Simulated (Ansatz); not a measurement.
# AlGaHCl+ (doublet): correlated methods under varied settings

Aim: run AlGaHCl+ (doublet) at one geometry under a spread of methods and options, and see what each costs and gives.

Computed with Ansatz 0.2.0, Gaussian basis. Level: the settings change from run to run.

19 further runs of the same task are left out: 6 that didn't finish, 13 set aside as unsound or not needed. Runs told in other sessions of the task aren't counted.

### 1 The system

The geometry is a PBE0/def2-TZVP stationary point (not a proven minimum) of the parent state, kept for this charge and spin. No spin-orbit coupling is included. The filled d shell of Ga may be among the frozen orbitals whatever the setting's name suggests.

4 atoms, charge 1, spin multiplicity 2.

Atoms are counted from 1 here; the program's logs count them from 0.

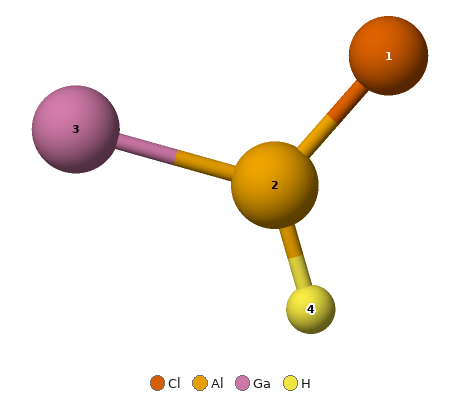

The structure; chlorine orange, aluminium amber, gallium pink, hydrogen yellow; atoms are numbered from 1 in the order of the file.

Coordinates:

```
Cl    0.0000   -0.4541    2.3879
Al    0.0000    0.8977    0.7689
Ga    0.0000   -0.1522   -1.5257
H     0.0000    2.4672    0.9650
```

### 2 MP2 on ROHF/6-31G*

File in.yaml:

```yaml
crystal:
  periodic: [false, false, false]
  atoms:
    - {symbol: Cl, position_ang: [0.000000, -0.454110, 2.387882]}
    - {symbol: Al, position_ang: [0.000000, 0.897734, 0.768882]}
    - {symbol: Ga, position_ang: [0.000000, -0.152166, -1.525692]}
    - {symbol: H, position_ang: [0.000000, 2.467172, 0.964970]}
basis:
  gaussian: {orbitals: "6-31G*"}
total_charge: 1
magnetization: {spin_polarized: false, initial_magnetization: 1}
correlation: {method: mp2, electrons: outside_noble_gas}
scf: {lower_state_search: off}
```

Command:

```bash
> ansatz run in.yaml --threads 1 --pin off --events-out ev --progress --plain --max-ram 2393MiB
```

The program printed:

```text
Functional definition: HF
  name "HF"
  cite "Fock, Z. Phys. 61, 126 (1930) doi:10.1007/BF01340294"
  parent pbe
  exchange = exact_x
  correlation = 0
these checks for a lower state are left out or cut short: stability, starts, cluster_reference, orbital_swaps, neighbouring_geometries, increment
672 factors; integrals over basis functions are off by at most 6.4e-4 eV
mean field evaluation 1: about -71419.3998 eV, gradient 2.5e1 eV
mean field evaluation 2: about -71419.4166 eV, gradient 2.5e1 eV
mean field evaluation 4: about -71422.7153 eV, gradient 2.5e0 eV
mean field evaluation 8: about -71422.8163 eV, gradient 5.5e-1 eV
mean field evaluation 16: about -71422.8307 eV, gradient 2.9e-6 eV
mean field -71422.83071557 eV, -2624.7406166637 hartree, gradient 2.9e-6 eV, S^2 0.750000; 0 other end points of the search recorded, 0 dependent functions left out
24 core orbitals not correlated: weight in the atoms' cores, before any rotation towards them, 1.000 or more for the frozen orbitals, at most 0.000 for the correlated occupied ones
reference -71422.83071557 eV, -2624.7406166637 hartree; 7, 6 occupied and 44, 45 virtual orbitals, 672 factors
second order -5.39575338 eV of doubles, -0.06407210 eV of singles
Total energy: -71428.29054104 eV, -2624.9412615490 hartree
Checks for a lower state left out: stability, starts, cluster_reference, orbital_swaps, neighbouring_geometries, increment
```

It took 1.4 s on 1 thread of Intel Xeon at 2.60GHz, shared host.

### 3 NEVPT2(3,2)/STO-3G

in.yaml, as its differences from that of step 2:

```diff
@@ -8,6 +8,6 @@
 basis:
-  gaussian: {orbitals: "6-31G*"}
+  gaussian: {orbitals: STO-3G, point_charges: [{charge: 0.50, position_ang: [2.673, -0.029, 0.938]}]}
 total_charge: 1
 magnetization: {spin_polarized: false, initial_magnetization: 1}
-correlation: {method: mp2, electrons: outside_noble_gas}
-scf: {lower_state_search: off}
+correlation: {method: sc_nevpt2, electrons: outside_noble_gas, active_space: {window: {electrons: 3, orbitals: 2}}}
+accuracy: high
```

Launched as before.

The program printed, shortened:

```text
Functional definition: HF
  name "HF"
  cite "Fock, Z. Phys. 61, 126 (1930) doi:10.1007/BF01340294"
  parent pbe
[...]
572 factors; integrals over basis functions are off by at most 9.4e-9 eV
[...]
mean field -70611.72556482 eV, -2594.9330521605 hartree, gradient 1.6e-8 eV, S^2 0.750000; 9 other end points of the search recorded, 0 dependent functions left out
reference -70611.72556482 eV, -2594.9330521605 hartree; 31, 30 occupied and 6, 7 virtual orbitals, 572 factors
state -70611.72556482 eV, -2594.9330521605 hartree
state -70611.72556482 eV, -2594.9330521605 hartree; corrected -70613.07035750 eV, -2594.9824723799 hartree
WARN: 1 active orbitals are nearly empty or full. The corrections depend on them more than the energy does, and are more stable in an active space without them
Total energy: -70613.07035750 eV, -2594.9824723799 hartree
```

Wall time 2.9 s (1 thread of Intel Xeon at 2.60GHz, shared host).

From the report: 2 determinants; active occupations 2.00, 1.00. The report marks this result as in doubt.

### 4 CCSD on ROHF/6-31G

File in.yaml:

```yaml
crystal:
  periodic: [false, false, false]
  atoms:
    - {symbol: Cl, position_ang: [0.000000, -0.454110, 2.387882]}
    - {symbol: Al, position_ang: [0.000000, 0.897734, 0.768882]}
    - {symbol: Ga, position_ang: [0.000000, -0.152166, -1.525692]}
    - {symbol: H, position_ang: [0.000000, 2.467172, 0.964970]}
basis:
  gaussian: {orbitals: 6-31G}
total_charge: 1
magnetization: {spin_polarized: false, initial_magnetization: 1}
correlation: {method: ccsd, electrons: outside_noble_gas}
scf: {lower_state_search: light}
```

Same command.

The program printed, shortened:

```text
Functional definition: HF
  name "HF"
  cite "Fock, Z. Phys. 61, 126 (1930) doi:10.1007/BF01340294"
  parent pbe
[...]
560 factors; integrals over basis functions are off by at most 1.6e-4 eV
[...]
mean field -71420.17975247 eV, -2624.6431955665 hartree, gradient 1.7e-6 eV, S^2 0.750000; 2 other end points of the search recorded, 0 dependent functions left out
determinant -71420.17975247 eV, -2624.6431955665 hartree, with singles and doubles -71423.34464745 eV, -2624.7595033119 hartree
determinant -71418.35150485 eV, -2624.5760087059 hartree, with singles and doubles -71421.64636664 eV, -2624.6970926434 hartree
determinant -71417.95910395 eV, -2624.5615882389 hartree, with singles and doubles -71421.17927564 eV, -2624.6799273658 hartree
24 core orbitals not correlated: weight in the atoms' cores, before any rotation towards them, 0.998 or more for the frozen orbitals, at most 0.001 for the correlated occupied ones
reference -71420.17975247 eV, -2624.6431955665 hartree; 7, 6 occupied and 26, 27 virtual orbitals, 560 factors
second order -2.42542376 eV of doubles, -0.05040078 eV of singles
cycle   1  -3.16081711 eV  change   -4.8e-2 eV  update   2.0e-2
[...]
cycle  10  -3.17427697 eV  change    1.7e-6 eV  update   7.8e-6
Total energy: -71423.35402943 eV, -2624.7598480934 hartree
```

Run time: 3.6 s. Hardware: 1 thread of Intel Xeon at 2.60GHz, shared host.

From the report: correlation -3.1743 eV; T1 0.031; largest double amplitude 0.04.

### 5 CCSD(T) on UHF/cc-pVDZ

in.yaml, as its differences from that of step 4:

```diff
@@ -8,6 +8,5 @@
 basis:
-  gaussian: {orbitals: 6-31G}
+  gaussian: {orbitals: cc-pVDZ}
 total_charge: 1
-magnetization: {spin_polarized: false, initial_magnetization: 1}
-correlation: {method: ccsd, electrons: outside_noble_gas}
-scf: {lower_state_search: light}
+magnetization: {spin_polarized: true, initial_magnetization: 1}
+correlation: {method: ccsd_t, electrons: valence}
```

Launched as before.

The program printed, shortened:

```text
Functional definition: HF
  name "HF"
  cite "Fock, Z. Phys. 61, 126 (1930) doi:10.1007/BF01340294"
  parent pbe
[...]
742 factors; integrals over basis functions are off by at most 8.6e-4 eV
[...]
mean field -71430.65189088 eV, -2625.0280395551 hartree, gradient 6.0e-6 eV, S^2 0.774099; 2 other end points of the search recorded, 0 dependent functions left out
determinant -71430.65189088 eV, -2625.0280395551 hartree, with singles and doubles -71437.77989792 eV, -2625.2899889823 hartree
determinant -71428.87441486 eV, -2624.9627185162 hartree, with singles and doubles -71436.20023782 eV, -2625.2319375441 hartree
determinant -71428.51476668 eV, -2624.9495016892 hartree, with singles and doubles -71435.73461929 eV, -2625.2148263790 hartree
19 core orbitals not correlated: weight in the atoms' cores, before any rotation towards them, 1.000 or more for the frozen orbitals, at most 0.000 for the correlated occupied ones
reference -71430.65189088 eV, -2625.0280395551 hartree; 12, 11 occupied and 37, 38 virtual orbitals, 742 factors
second order -6.15967269 eV of doubles, -0.00000000 eV of singles
cycle   1  -7.12850987 eV  change   -5.0e-4 eV  update   1.5e-3
[...]
cycle   7  -7.12932469 eV  change   -1.2e-5 eV  update   1.5e-5
perturbative correction -0.19243757 eV, -0.0070719504 hartree
Total energy: -71437.97365314 eV, -2625.2971093553 hartree
```

Run time: 11 s. Hardware: 1 thread of Intel Xeon at 2.60GHz, shared host; peak memory 0.25 GiB.

From the report: ⟨S²⟩ of the determinant 0.774 (pure doublet: 0.75); correlation -7.3218 eV; T1 0.015; largest double amplitude 0.04.

### 6 CISD/STO-3G

in.yaml, as its differences from that of step 5:

```diff
@@ -8,5 +8,6 @@
 basis:
-  gaussian: {orbitals: cc-pVDZ}
+  gaussian: {orbitals: STO-3G}
 total_charge: 1
-magnetization: {spin_polarized: true, initial_magnetization: 1}
-correlation: {method: ccsd_t, electrons: valence}
+magnetization: {spin_polarized: false, initial_magnetization: 1}
+correlation: {active_space: {ras: {orbitals: [30, 1, 6], electrons: 61, max_holes: 2, max_particles: 2}, fixed_orbitals: true}}
+output: {forces: true}
```

Launched as before.

The program printed, shortened:

```text
Functional definition: HF
  name "HF"
  cite "Fock, Z. Phys. 61, 126 (1930) doi:10.1007/BF01340294"
  parent pbe
[...]
373 factors; integrals over basis functions are off by at most 1.7e-4 eV
[...]
mean field -70614.25058402 eV, -2595.0258449045 hartree, gradient 1.1e-6 eV, S^2 0.750000; 9 other end points of the search recorded, 0 dependent functions left out
reference -70614.25058402 eV, -2595.0258449045 hartree; 31, 30 occupied and 6, 7 virtual orbitals, 373 factors
state -70616.39300550 eV, -2595.1045774417 hartree
[...]
Total energy: -70616.39300550 eV, -2595.1045774417 hartree
Atom 0 at     0.000000    -0.454110     2.387882 Å, force     0.000000     0.570535    -1.060361 eV/Å
Atom 1 at     0.000000     0.897734     0.768882 Å, force    -0.000000     1.837972     2.835441 eV/Å
Atom 2 at     0.000000    -0.152166    -1.525692 Å, force     0.000000    -0.681448    -1.336636 eV/Å
Atom 3 at     0.000000     2.467172     0.964970 Å, force    -0.000000    -1.727059    -0.438444 eV/Å
Dipole moment:     0.000000     0.520527    -1.000543 e Å
```

Run time: 7.5 s. Hardware: 1 thread of Intel Xeon at 2.60GHz, shared host.

From the report: 43,311 determinants.

### 7 CCSD(T) on UHF/cc-pVDZ

File in.yaml:

```yaml
crystal:
  periodic: [false, false, false]
  atoms:
    - {symbol: Cl, position_ang: [0.000000, -0.454110, 2.387882]}
    - {symbol: Al, position_ang: [0.000000, 0.897734, 0.768882]}
    - {symbol: Ga, position_ang: [0.000000, -0.152166, -1.525692]}
    - {symbol: H, position_ang: [0.000000, 2.467172, 0.964970]}
basis:
  gaussian: {orbitals: cc-pVDZ}
total_charge: 1
magnetization: {spin_polarized: true, initial_magnetization: 1}
correlation: {method: ccsd_t, electrons: outside_noble_gas, diis_vectors: 2}
scf: {lower_state_search: off}
output: {forces: true}
```

The command is unchanged.

The program printed, shortened:

```text
Functional definition: HF
  name "HF"
  cite "Fock, Z. Phys. 61, 126 (1930) doi:10.1007/BF01340294"
  parent pbe
[...]
742 factors; integrals over basis functions are off by at most 8.6e-4 eV
[...]
mean field -71430.65189088 eV, -2625.0280395551 hartree, gradient 6.0e-6 eV, S^2 0.774099; 0 other end points of the search recorded, 0 dependent functions left out
24 core orbitals not correlated: weight in the atoms' cores, before any rotation towards them, 0.999 or more for the frozen orbitals, at most 0.000 for the correlated occupied ones
reference -71430.65189088 eV, -2625.0280395551 hartree; 7, 6 occupied and 37, 38 virtual orbitals, 742 factors
second order -5.71325569 eV of doubles, -0.00000000 eV of singles
cycle   1  -6.34118316 eV  change   -6.3e-1 eV  update   7.8e-2
[...]
cycle  20  -6.65505074 eV  change   -3.4e-7 eV  update   9.0e-7
perturbative correction -0.15686715 eV, -0.0057647614 hartree
[...]
Total energy: -71437.46380878 eV, -2625.2783729204 hartree
Atom 0 at     0.000000    -0.454110     2.387882 Å, force    -0.000000    -0.030576    -0.391565 eV/Å
Atom 1 at     0.000000     0.897734     0.768882 Å, force     0.000000     0.875967     2.227922 eV/Å
Atom 2 at     0.000000    -0.152166    -1.525692 Å, force    -0.000000    -0.784383    -1.561873 eV/Å
Atom 3 at     0.000000     2.467172     0.964970 Å, force    -0.000000    -0.061008    -0.274485 eV/Å
Dipole moment:    -0.000000     0.214548    -0.963971 e Å
Checks for a lower state left out: starts, cluster_reference, orbital_swaps, neighbouring_geometries, increment
```

Wall time 9.5 s (1 thread of Intel Xeon at 2.60GHz, shared host); peak memory 0.25 GiB.

From the report: ⟨S²⟩ of the determinant 0.774 (pure doublet: 0.75); correlation -6.8119 eV; T1 0.019; largest double amplitude 0.04.

### 8 BCCD on UHF/cc-pVDZ

in.yaml, as its differences from that of step 7:

```diff
@@ -11,4 +11,2 @@
 magnetization: {spin_polarized: true, initial_magnetization: 1}
-correlation: {method: ccsd_t, electrons: outside_noble_gas, diis_vectors: 2}
-scf: {lower_state_search: off}
-output: {forces: true}
+correlation: {method: bccd, electrons: outside_noble_gas, diis_vectors: 4}
```

The command is unchanged.

The program printed, shortened:

```text
Functional definition: HF
  name "HF"
  cite "Fock, Z. Phys. 61, 126 (1930) doi:10.1007/BF01340294"
  parent pbe
[...]
742 factors; integrals over basis functions are off by at most 8.6e-4 eV
[...]
mean field -71430.65189088 eV, -2625.0280395551 hartree, gradient 6.0e-6 eV, S^2 0.774099; 2 other end points of the search recorded, 0 dependent functions left out
determinant -71430.65189088 eV, -2625.0280395551 hartree, with singles and doubles -71437.30558076 eV, -2625.2725581482 hartree
determinant -71428.87441486 eV, -2624.9627185162 hartree, with singles and doubles -71435.73403387 eV, -2625.2148048650 hartree
determinant -71428.51476668 eV, -2624.9495016892 hartree, with singles and doubles -71435.26670999 eV, -2625.1976310292 hartree
24 core orbitals not correlated: weight in the atoms' cores, before any rotation towards them, 0.999 or more for the frozen orbitals, at most 0.000 for the correlated occupied ones
reference -71430.65189088 eV, -2625.0280395551 hartree; 7, 6 occupied and 37, 38 virtual orbitals, 742 factors
second order -5.71325569 eV of doubles, -0.00000000 eV of singles
cycle   1  -6.64767655 eV  change    6.0e-3 eV  update   7.4e-3
[...]
cycle   9  -6.64664998 eV  change    5.1e-6 eV  update   1.1e-5
Total energy: -71437.29854086 eV, -2625.2722994367 hartree
```

Run time: 7.5 s. Hardware: 1 thread of Intel Xeon at 2.60GHz, shared host.

From the report: ⟨S²⟩ of the determinant 0.774 (pure doublet: 0.75); correlation -6.6466 eV; largest double amplitude 0.04.

### 9 CCSD on ROHF/STO-3G

in.yaml, as its differences from that of step 8:

```diff
@@ -8,5 +8,5 @@
 basis:
-  gaussian: {orbitals: cc-pVDZ}
+  gaussian: {orbitals: STO-3G}
 total_charge: 1
-magnetization: {spin_polarized: true, initial_magnetization: 1}
-correlation: {method: bccd, electrons: outside_noble_gas, diis_vectors: 4}
+magnetization: {spin_polarized: false, initial_magnetization: 1}
+correlation: {method: ccsd, electrons: outside_noble_gas, diis_vectors: 1}
```

The command is unchanged.

The program printed, shortened:

```text
Functional definition: HF
  name "HF"
  cite "Fock, Z. Phys. 61, 126 (1930) doi:10.1007/BF01340294"
  parent pbe
[...]
373 factors; integrals over basis functions are off by at most 1.7e-4 eV
[...]
mean field -70614.25058402 eV, -2595.0258449045 hartree, gradient 1.1e-6 eV, S^2 0.750000; 10 other end points of the search recorded, 0 dependent functions left out
[...]
determinant -70614.25058402 eV, -2595.0258449045 hartree, with singles and doubles -70615.90104484 eV, -2595.0864982211 hartree
determinant -70613.80821435 eV, -2595.0095881190 hartree, with singles and doubles -70615.77822991 eV, -2595.0819848557 hartree
determinant -70614.25058402 eV, -2595.0258449045 hartree, with singles and doubles -70615.90126922 eV, -2595.0865064668 hartree
determinant -70613.80821435 eV, -2595.0095881190 hartree, with singles and doubles -70615.77981051 eV, -2595.0820429417 hartree
unrestricted determinant -70614.63069988 eV, -2595.0398139048 hartree, S^2 1.7528
24 core orbitals not correlated, not the lowest: weight in the atoms' cores, before any rotation towards them, 0.004 or more for the frozen orbitals, at most 0.001 for the correlated occupied ones
reference -70614.25058402 eV, -2595.0258449045 hartree; 7, 6 occupied and 6, 7 virtual orbitals, 373 factors
second order -1.10150045 eV of doubles, -0.00023923 eV of singles
cycle   1  -1.65068900 eV  change   -3.8e-6 eV  update   3.0e-6
Total energy: -70615.90127302 eV, -2595.0865066063 hartree
```

It took 16 s on 1 thread of Intel Xeon at 2.60GHz, shared host.

From the report: correlation -1.6507 eV; T1 0.013; largest double amplitude 0.08.

### 10 MP2 on ROHF/cc-pVDZ

in.yaml, as its differences from that of step 9:

```diff
@@ -8,5 +8,7 @@
 basis:
-  gaussian: {orbitals: STO-3G}
+  gaussian: {orbitals: cc-pVDZ}
 total_charge: 1
 magnetization: {spin_polarized: false, initial_magnetization: 1}
-correlation: {method: ccsd, electrons: outside_noble_gas, diis_vectors: 1}
+correlation: {method: mp2, electrons: valence}
+accuracy: high
+output: {forces: true}
```

Launched as before.

The program printed, shortened:

```text
Functional definition: HF
  name "HF"
  cite "Fock, Z. Phys. 61, 126 (1930) doi:10.1007/BF01340294"
  parent pbe
[...]
1429 factors; integrals over basis functions are off by at most 4.7e-9 eV
[...]
mean field -71430.51821350 eV, -2625.0231270019 hartree, gradient 8.6e-8 eV, S^2 0.750000; 0 other end points of the search recorded, 0 dependent functions left out
[...]
19 core orbitals not correlated: weight in the atoms' cores, before any rotation towards them, 1.000 or more for the frozen orbitals, at most 0.000 for the correlated occupied ones
reference -71430.51821350 eV, -2625.0231270019 hartree; 12, 11 occupied and 37, 38 virtual orbitals, 1429 factors
second order -6.22278886 eV of doubles, -0.06919491 eV of singles
[...]
Total energy: -71436.81019727 eV, -2625.2543531406 hartree
Atom 0 at     0.000000    -0.454110     2.387882 Å, force     0.000000     0.029561    -0.500834 eV/Å
Atom 1 at     0.000000     0.897734     0.768882 Å, force    -0.000000     0.900386     2.285283 eV/Å
Atom 2 at     0.000000    -0.152166    -1.525692 Å, force     0.000000    -0.750857    -1.473339 eV/Å
Atom 3 at     0.000000     2.467172     0.964970 Å, force     0.000000    -0.179090    -0.311110 eV/Å
Dipole moment:     0.000000     0.217484    -0.998868 e Å
```

It took 9.5 s on 1 thread of Intel Xeon at 2.60GHz, shared host; peak memory 0.27 GiB.

### 11 All runs side by side

Where basis and cores are those of an earlier UCCSDT(Q)/cc-pVDZ run (-71437.5037 eV), and the records show the same count of frozen orbitals and kind of state, the miss against it is given; a blank cell means that this couldn't be shown. † marks a result that the program doubts.

| level | correlated | functions | energy (eV) | from UCCSDT(Q) (meV) | time |
| --- | --- | --- | --- | --- | --- |
| MP2 on ROHF/6-31G* | outside noble gas | 75 | -71428.2905 |  | 1.4 s |
| NEVPT2(3,2)/STO-3G (beside a point charge) † | outside noble gas | 37 | -70613.0704 |  | 2.9 s |
| CCSD on ROHF/6-31G | outside noble gas | 57 | -71423.3540 |  | 3.6 s |
| CCSD(T) on UHF/cc-pVDZ | valence | 68 | -71437.9737 |  | 11 s |
| CISD/STO-3G | all | 37 | -70616.3930 |  | 7.5 s |
| CCSD(T) on UHF/cc-pVDZ | outside noble gas | 68 | -71437.4638 | 39.9 | 9.5 s |
| BCCD on UHF/cc-pVDZ | outside noble gas | 68 | -71437.2985 | 205.2 | 7.5 s |
| CCSD on ROHF/STO-3G | outside noble gas | 37 | -70615.9013 |  | 16 s |
| MP2 on ROHF/cc-pVDZ | valence | 68 | -71436.8102 |  | 9.5 s |

### 12 Results

```
quantity                      value
    runs                          9
quickest  MP2 on ROHF/6-31G*, 1.4 s
 slowest  CCSD on ROHF/STO-3G, 16 s
```

In words: Total energies in different bases, with other cores or another treatment of relativity can't be set against each other. «valence» and «outside noble gas» are the program's key words; the logs give how many orbitals each freezes, and for Ga to Kr the 3d shell needn't follow the word's plain sense. CCSD on ROHF/STO-3G took 11 times as long as MP2 on ROHF/6-31G*; the jobs differ in more than the method. Among the correlated runs with a miss given, it spans +40 to +205 meV.
